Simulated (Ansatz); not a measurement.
# CoMo: magnetism under pressure and tension, part 3 of 3

At what volume does CoMo lose its moments? Methods of the runs shown: PAW.

Ansatz 0.2.0; DFT LDA; a Materials Project cell. The steps go on from the part before.

### 17 Volume scaled by 1.05, no spin polarisation, PAW

input.yaml

```yaml
crystal:
  lattice:
    - [2.7391149048, 0.0, 0.0]
    - [-1.3695574524, 2.3721430914, 0.0]
    - [0.0, 0.0, 4.2522140935]
  atoms:
    - { symbol: Co, position: [0.6666666667, 0.3333333333, 0.5] }
    - { symbol: Mo, position: [0.3333333333, 0.6666666667, 0.0] }
kpoints:
  mp_grid: { grid: [14, 14, 8] }
scf:
  occupations: { method: fermi_dirac, width: 0.05 }
hamiltonian:
  xc: lda
  pseudopotentials: { kind: paw }
output:
  forces: true
  stress: true
  eigenvalues: true
  write_density: true
  write_potential: true
  elf: true
  volumetric_format: npy
```

Started as:

```
$ ansatz run input.yaml --threads 1 --pin off --max-ram 3072MiB --backend cpu --events-out ev --progress --plain --runs-dir out
```

Standard output, shortened:

```text
[...]
Pseudopotentials: kind: paw
Pseudopotential: Co, paw, valence charge 17, recommended cutoff 420 eV (normal)
Pseudopotential: Mo, paw, valence charge 14, recommended cutoff 420 eV (normal)
Functional definition: SPW92
[...]
Crystal: 2 atoms, lattice volume = 27.629 Å³
Basis set: ecut = 420 eV, 537 PW (Γ)
Bands: 20, of which v1, the nominal top of the filled ones, is band 16 counted from 1 (15 counted from 0)
[...]
--- Stress (GPa, compression-positive) ---
      -23.076412       0.000000       0.000000
        0.000000     -23.076412       0.000000
        0.000000       0.000000     -23.359670
  P = ⅓ Tr σ = -23.1708 GPa (-231.708 kbar)
--- Band table (eV; the first three rows and the last of 120) ---
  k-point 0: bands = ["-75.4621", "-42.2370", "-39.2635", "-39.0421", "-39.0421", "-16.4041", "-15.6082", "-15.6082", "10.9836", "13.9442", "17.1742", "17.1742", "17.3394", "17.6055", "17.6055", "18.0735", "18.0735", "19.8501", "21.1882", "21.1882"]
[...]
```

It took 3.9 s on 1 thread of Intel Xeon 6975P-C (Granite Rapids), shared host; peak memory 0.41 GiB.

Result: pressure -23.17 GPa; no gap.

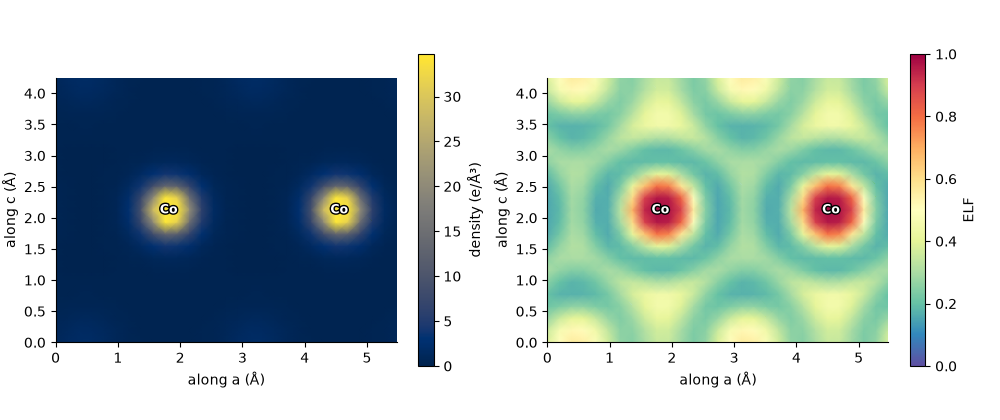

Density (left) and ELF (right) in a lattice plane of the grid's cell (edges 2.74 and 4.25 Å, at 0.333 of the third edge), which holds Co. Only atoms in the plane are labelled; the density scale stops at 34.74 e/Å³. Both are smooth fields of the valence electrons: close to the nuclei they are not physical.

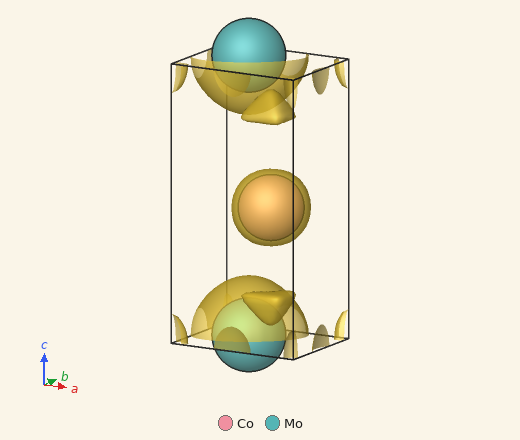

Surface of ELF = 0.41, drawn in one cell.

Maxima of ELF outside the ion cores: 0.47 between the atoms, 1.6 Å from Mo.

### 18 Volume scaled by 1.1, PAW

input.yaml

```yaml
crystal:
  lattice:
    - [2.7819204892, 0.0, 0.0]
    - [-1.3909602446, 2.409213815, 0.0]
    - [0.0, 0.0, 4.3186656721]
  atoms:
    - { symbol: Co, position: [0.6666666667, 0.3333333333, 0.5], spin: 2.0 }
    - { symbol: Mo, position: [0.3333333333, 0.6666666667, 0.0] }
magnetization:
  spin_polarized: true
kpoints:
  mp_grid: { grid: [14, 14, 8] }
scf:
  occupations: { method: fermi_dirac, width: 0.05 }
hamiltonian:
  xc: lda
  pseudopotentials: { kind: paw }
output:
  forces: true
  stress: true
  eigenvalues: true
  populations: true
```

Started as:

```
$ ansatz run input.yaml --threads 1 --pin off --max-ram 3072MiB --backend cpu --events-out ev --progress --plain --runs-dir out
```

Standard output, shortened:

```text
[...]
[... 4 set-up lines as earlier in the session ...]
[...]
Crystal: 2 atoms, lattice volume = 28.945 Å³
Basis set: ecut = 420 eV, 567 PW (Γ)
Bands: 21, of which v1, the nominal top of the filled ones, is band 16 counted from 1 (15 counted from 0)
[...]
--- Stress (GPa, compression-positive) ---
      -30.016972      -0.000000       0.000000
        0.000000     -30.016972       0.000000
        0.000000       0.000000     -29.375603
  P = ⅓ Tr σ = -29.8032 GPa (-298.032 kbar)
--- Band table (eV; the first three rows and the last of 240) ---
[... band rows left out ...]
[...]
--- Löwdin populations: 2 sites ---
  site symbol       q [e]    m [muB]
     0     Co     16.6615     0.6075
     1     Mo     14.0842    -0.0763
  spilling = 0.008203 (of n_electrons = 31.000000)
```

Run time: 12 s. Hardware: 1 thread of Intel Xeon 6975P-C (Granite Rapids), shared host; peak memory 0.47 GiB.

In short: total moment 0.51 μB; site moments Co1 0.61, Mo2 -0.06 μB; pressure -29.80 GPa; no gap.

### 19 Volume scaled by 1.1, no spin polarisation, PAW

input.yaml: that of step 18 with these lines changed.

```diff
@@ -6,6 +6,4 @@
   atoms:
-    - { symbol: Co, position: [0.6666666667, 0.3333333333, 0.5], spin: 2.0 }
+    - { symbol: Co, position: [0.6666666667, 0.3333333333, 0.5] }
     - { symbol: Mo, position: [0.3333333333, 0.6666666667, 0.0] }
-magnetization:
-  spin_polarized: true
 kpoints:
@@ -21,2 +19 @@
   eigenvalues: true
-  populations: true
```

Started as:

```
$ ansatz run input.yaml --threads 1 --pin off --max-ram 3072MiB --backend cpu --events-out ev --progress --plain --runs-dir out
```

Standard output, shortened:

```text
[...]
[... 4 set-up lines as earlier in the session ...]
[...]
Crystal: 2 atoms, lattice volume = 28.945 Å³
Basis set: ecut = 420 eV, 567 PW (Γ)
Bands: 20, of which v1, the nominal top of the filled ones, is band 16 counted from 1 (15 counted from 0)
[...]
--- Stress (GPa, compression-positive) ---
      -30.333120       0.000000       0.000000
        0.000000     -30.333120       0.000000
        0.000000       0.000000     -30.677709
  P = ⅓ Tr σ = -30.4480 GPa (-304.480 kbar)
--- Band table (eV; the first three rows and the last of 120) ---
  k-point 0: bands = ["-76.4411", "-43.2953", "-40.2341", "-40.0294", "-40.0294", "-17.4524", "-16.7483", "-16.7483", "10.1632", "13.1394", "16.2322", "16.2322", "16.3791", "16.6303", "16.6303", "17.0802", "17.0802", "18.7352", "19.9859", "19.9859"]
[...]
```

Run time: 3 s. Hardware: 1 thread of Intel Xeon 6975P-C (Granite Rapids), shared host; peak memory 0.4 GiB.

Read from it: pressure -30.45 GPa; no gap.

### 20 Volume scaled by 1.18, PAW

input.yaml

```yaml
crystal:
  lattice:
    - [2.8477890811, 0.0, 0.0]
    - [-1.4238945405, 2.4662576888, 0.0]
    - [0.0, 0.0, 4.4209203655]
  atoms:
    - { symbol: Co, position: [0.6666666667, 0.3333333333, 0.5], spin: 2.0 }
    - { symbol: Mo, position: [0.3333333333, 0.6666666667, 0.0] }
magnetization:
  spin_polarized: true
kpoints:
  mp_grid: { grid: [14, 14, 8] }
scf:
  occupations: { method: fermi_dirac, width: 0.05 }
hamiltonian:
  xc: lda
  pseudopotentials: { kind: paw }
output:
  forces: true
  stress: true
  eigenvalues: true
  populations: true
```

Started as:

```
$ ansatz run input.yaml --threads 1 --pin off --max-ram 3072MiB --backend cpu --events-out ev --progress --plain --runs-dir out
```

Standard output, shortened:

```text
[...]
[... 4 set-up lines as earlier in the session ...]
[...]
Crystal: 2 atoms, lattice volume = 31.050 Å³
Basis set: ecut = 420 eV, 615 PW (Γ)
Bands: 21, of which v1, the nominal top of the filled ones, is band 16 counted from 1 (15 counted from 0)
[...]
--- Stress (GPa, compression-positive) ---
      -37.829931       0.000000       0.000000
        0.000000     -37.829931       0.000000
        0.000000       0.000000     -36.577134
  P = ⅓ Tr σ = -37.4123 GPa (-374.123 kbar)
--- Band table (eV; the first three rows and the last of 240) ---
[... band rows left out ...]
[...]
--- Löwdin populations: 2 sites ---
  site symbol       q [e]    m [muB]
     0     Co     16.6571     0.7667
     1     Mo     14.0824    -0.1138
  spilling = 0.008405 (of n_electrons = 31.000000)
```

Run time: 13 s. Hardware: 1 thread of Intel Xeon 6975P-C (Granite Rapids), shared host; peak memory 0.49 GiB.

In short: total moment 0.63 μB; site moments Co1 0.77, Mo2 -0.09 μB; pressure -37.41 GPa; no gap.

### 21 Volume scaled by 1.18, no spin polarisation, PAW

input.yaml: that of step 20 with these lines changed.

```diff
@@ -6,6 +6,4 @@
   atoms:
-    - { symbol: Co, position: [0.6666666667, 0.3333333333, 0.5], spin: 2.0 }
+    - { symbol: Co, position: [0.6666666667, 0.3333333333, 0.5] }
     - { symbol: Mo, position: [0.3333333333, 0.6666666667, 0.0] }
-magnetization:
-  spin_polarized: true
 kpoints:
@@ -21,2 +19 @@
   eigenvalues: true
-  populations: true
```

Started as:

```
$ ansatz run input.yaml --threads 1 --pin off --max-ram 3072MiB --backend cpu --events-out ev --progress --plain --runs-dir out
```

Standard output, shortened:

```text
[...]
[... 4 set-up lines as earlier in the session ...]
[...]
Crystal: 2 atoms, lattice volume = 31.050 Å³
Basis set: ecut = 420 eV, 615 PW (Γ)
Bands: 20, of which v1, the nominal top of the filled ones, is band 16 counted from 1 (15 counted from 0)
[...]
--- Stress (GPa, compression-positive) ---
      -38.219390       0.000000       0.000000
        0.000000     -38.219390       0.000000
        0.000000       0.000000     -38.580037
  P = ⅓ Tr σ = -38.3396 GPa (-383.396 kbar)
--- Band table (eV; the first three rows and the last of 120) ---
  k-point 0: bands = ["-77.8382", "-44.8186", "-41.6219", "-41.4378", "-41.4378", "-18.9611", "-18.3742", "-18.3742", "9.0088", "11.9923", "14.8827", "14.8827", "15.0037", "15.2350", "15.2350", "15.6554", "15.6554", "17.1644", "18.2681", "18.2681"]
[...]
```

Wall time 3.1 s (1 thread of Intel Xeon 6975P-C (Granite Rapids), shared host); peak memory 0.4 GiB.

In short: pressure -38.34 GPa; no gap.

### 22 All runs together

| method | volume × | start | largest site moment (μB) | total moment (μB) | pressure (GPa) | gain by magnetism (meV/atom) |
| --- | --- | --- | --- | --- | --- | --- |
| PAW | 0.72 | no spin | – | – | 136.8 | – |
| PAW | 0.72 | moments | 0.00 | 0.00 | 136.8 | 0.0 |
| PAW | 0.8 | no spin | – | – | 67.8 | – |
| PAW | 0.8 | moments | 0.00 | 0.00 | 67.8 | 0.0 |
| PAW | 0.85 | no spin | – | – | 38.4 | – |
| PAW | 0.85 | moments | 0.00 | 0.00 | 38.4 | 0.0 |
| PAW | 0.85 | small moments | 0.00 | 0.00 | 38.4 | 0.0 |
| PAW | 0.9 | no spin | – | – | 16.2 | – |
| PAW | 0.9 | moments | 0.00 | 0.00 | 16.2 | 0.0 |
| PAW | 0.9 | small moments | 0.00 | 0.00 | 16.2 | 0.0 |
| PAW | 0.95 | no spin | – | – | -0.6 | – |
| PAW | 0.95 | moments | 0.23 | 0.21 | -0.5 | 0.1 |
| PAW | 1 | no spin | – | – | -13.5 | – |
| PAW | 1 | moments | 0.44 | 0.39 | -13.1 | 1.3 |
| PAW | 1.05 | no spin | – | – | -23.2 | – |
| PAW | 1.05 | moments | 0.53 | 0.46 | -22.6 | 3.2 |
| PAW | 1.1 | no spin | – | – | -30.4 | – |
| PAW | 1.1 | moments | 0.61 | 0.51 | -29.8 | 5.6 |
| PAW | 1.18 | no spin | – | – | -38.3 | – |
| PAW | 1.18 | moments | 0.77 | 0.63 | -37.4 | 10.7 |

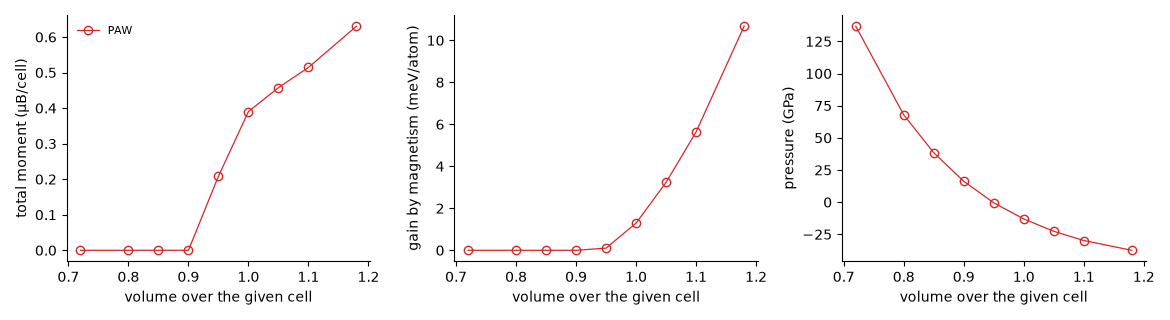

Moment, magnetic energy and pressure against volume.

### 23 Results

This closing draws on all 3 parts.

| quantity | value |
| --- | --- |
| total moment at 0.72 (PAW) | 0.00 μB |
| total moment at 1 (PAW) | 0.39 μB |
| total moment at 1.18 (PAW) | 0.63 μB |

In words: By PAW the total moment runs from 0.00 μB at 0.72 of the volume to 0.63 μB at 1.18. At the given cell magnetism adds +0.4 GPa to the pressure. The magnetic state is the one reached from the start moments in this cell; it needn't be the ground state. With one magnetic atom in the cell only ferromagnetic order fits; the real order can differ. The k mesh (14×14×8) wasn't tested for convergence.
